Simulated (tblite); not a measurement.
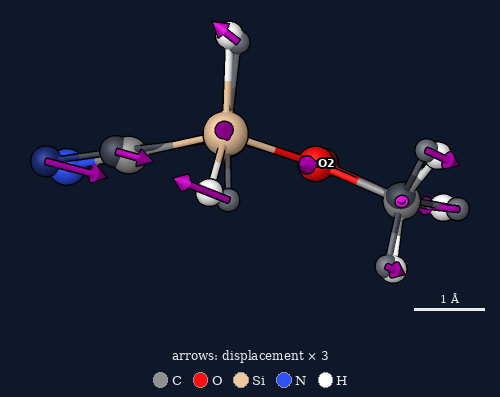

A relaxation of C2H5NOSi. The starting structure is drawn faded, the final one solid; purple arrows show the displacements, magnified 3 times. The two geometries are superimposed by the best rigid fit.

A ball-and-stick model, seen from a free direction.

Computed with tblite, GFN2-xTB geometry optimisation, dihedral held, gas phase. 

Q: Describe the change and its energy.

A: Over 43 geometry steps the energy falls by 0.252 eV. The largest moves after the best rigid fit, 0.35 Å, are those of N and H atoms. By element the largest moves are H 0.35 Å, N 0.35 Å, O 0.28 Å, Si 0.22 Å, C 0.20 Å. Near-neighbour distances that change, for instance: O–Si 1.692 → 1.614 Å, H–Si 1.487 → 1.465 Å, C–O 1.411 → 1.394 Å, C–H 1.105 → 1.091 Å. Among the angles between lasting bonds that change: C–O–Si 117.7° → 132.7°, O–Si–C 113.8° → 102.3°, O–Si–H 107.1° → 113.6°. The run took 0.97 s on 1 thread of Intel(R) Xeon(R) Processor @ 2.50GHz (shared host).
